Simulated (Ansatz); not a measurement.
**[PH2]− (phosphanide): CCSDT(Q)/3-21G**

Aim: the vertical singlet–triplet gap of [PH2]− (phosphanide) at CCSDT(Q)/3-21G, from 2 runs. 

Program for the calculation: Ansatz 0.2.0.

2 further runs of the same task are left out: 2 that didn't finish.

**1. The structure to begin with**

The species is [PH2]− (3 atoms), meant as a singlet with charge -1. As SMILES, `[PH2-]`. The coordinates come from a GFN2-xTB relaxation.

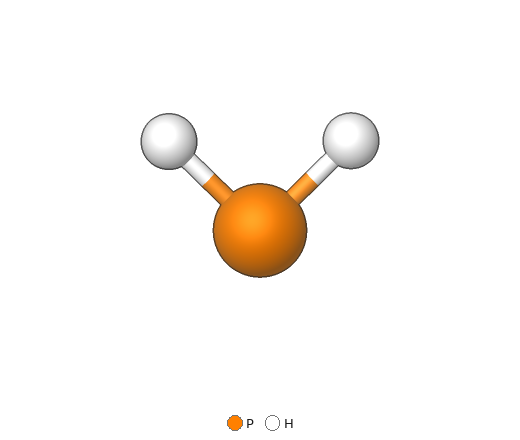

The structure, seen from a chosen angle (phosphorus orange, hydrogen white).

**2. The energy at CCSDT(Q)/3-21G**

File run.yaml:

```yaml
crystal:
  periodic: [false, false, false]
  atoms:
    - {symbol: P, position_ang: [0.498920, -0.293580, 0.245050]}
    - {symbol: H, position_ang: [0.105590, 0.990220, 0.165130]}
    - {symbol: H, position_ang: [-0.604500, -0.696650, -0.410180]}
basis:
  gaussian:
    orbitals: 3-21G.json
total_charge: -1
correlation:
  method: ccsdt_q
  frozen_orbitals: {H: 0, P: 5}
accuracy: high
scf:
  omitted_lower_state_checks: [cluster_reference, increment]
```

The basis set 3-21G is read from a file made from the Basis Set Exchange's data (not shown).

On the command line:

```sh
ansatz run run.yaml --threads 1 --pin off --max-ram 2610MiB --events-out events.jsonl --progress --plain --runs-dir runs
```

Output, cut to the lines that bear on the results:

```text
Warning: RAYON_NUM_THREADS=1 ignored (pool sized by the plan → 1); use --threads N
Functional definition: HF
  name "HF"
[...]
323 factors; integrals over basis functions are off by at most 2.1e-9 eV
[...]
mean field -9254.61600374 eV, -340.1008651335 hartree, gradient 2.4e-8 eV, S^2 0.000000; 0 other end points of the search recorded, 0 dependent functions left out
5 core orbitals not correlated: weight in the atoms' cores, before any rotation towards them, 1.000 or more for the frozen orbitals, at most 0.000 for the correlated occupied ones
reference -9254.61600374 eV, -340.1008651335 hartree; 4, 4 occupied and 8, 8 virtual orbitals, 323 factors
second order -1.52016056 eV of doubles, -0.00000000 eV of singles
cycle   1  -1.82408064 eV  change   -3.0e-1 eV  update   4.2e-2
[...]
cycle  17  -1.96592657 eV  change   5.0e-10 eV  update  2.0e-10
perturbative correction -0.00127130 eV, -0.0000467195 hartree
Total energy: -9256.58320162 eV, -340.1731583220 hartree
Checks for a lower state left out: cluster_reference, increment
```

Run time: 0.42 s. Hardware: 1 thread of Arm Neoverse V1, shared host.

**3. The triplet at the same level**

File in.yaml:

```yaml
crystal:
  periodic: [false, false, false]
  atoms:
    - {symbol: P, position_ang: [0.498920, -0.293580, 0.245050]}
    - {symbol: H, position_ang: [0.105590, 0.990220, 0.165130]}
    - {symbol: H, position_ang: [-0.604500, -0.696650, -0.410180]}
basis:
  gaussian:
    orbitals: 3-21G.json
total_charge: -1
magnetization:
  spin_polarized: true
  initial_magnetization: 2
correlation:
  method: ccsdt_q
  frozen_orbitals: {H: 0, P: 5}
accuracy: high
scf:
  omitted_lower_state_checks: [cluster_reference, increment]
```

The basis set 3-21G is read from a file made from the Basis Set Exchange's data (not shown).

On the command line:

```sh
ansatz run in.yaml --threads 1 --pin off --max-ram 2610MiB --events-out events.jsonl --progress --plain --runs-dir runs
```

Output, cut to the lines that bear on the results:

```text
Warning: RAYON_NUM_THREADS=1 ignored (pool sized by the plan → 1); use --threads N
[... 2 set-up lines as earlier in the session ...]
[...]
323 factors; integrals over basis functions are off by at most 2.1e-9 eV
[...]
mean field -9250.08288670 eV, -339.9342761549 hartree, gradient 2.7e-8 eV, S^2 2.008957; 2 other end points of the search recorded, 0 dependent functions left out
5 core orbitals not correlated: weight in the atoms' cores, before any rotation towards them, 1.000 or more for the frozen orbitals, at most 0.000 for the correlated occupied ones
reference -9250.08288670 eV, -339.9342761549 hartree; 5, 3 occupied and 7, 9 virtual orbitals, 323 factors
second order -1.22460827 eV of doubles, -0.00000000 eV of singles
cycle   1  -1.50019214 eV  change   -2.8e-1 eV  update   4.0e-2
[...]
cycle  23  -1.63464361 eV  change  -1.3e-10 eV  update  4.3e-10
perturbative correction -0.00094534 eV, -0.0000347405 hartree
Total energy: -9251.71847565 eV, -339.9943829400 hartree
Checks for a lower state left out: cluster_reference, increment
```

It took 1.7 s on 1 thread of Arm Neoverse V1, shared host.

**4. Outcome**

At CCSDT(Q)/3-21G, 5 core orbitals frozen:

| quantity | value |
| --- | --- |
| singlet: total energy | -340.17316 Eh |
| singlet: correlation energy (5 core orbitals frozen) | -72.3 mEh |
| singlet: T1 diagnostic | 0.005 |
| triplet: total energy | -339.99438 Eh |
| triplet: correlation energy (5 core orbitals frozen) | -60.1 mEh |
| triplet: ⟨S²⟩ of the reference determinant | 2.009 |
| triplet: T1 diagnostic | 0.006 |
| vertical energy of the triplet above the singlet | 4.865 eV |

In words: At this shape the triplet lies 4.86 eV (469 kJ/mol) above the singlet. For an anion a state so high probably lies above electron detachment.
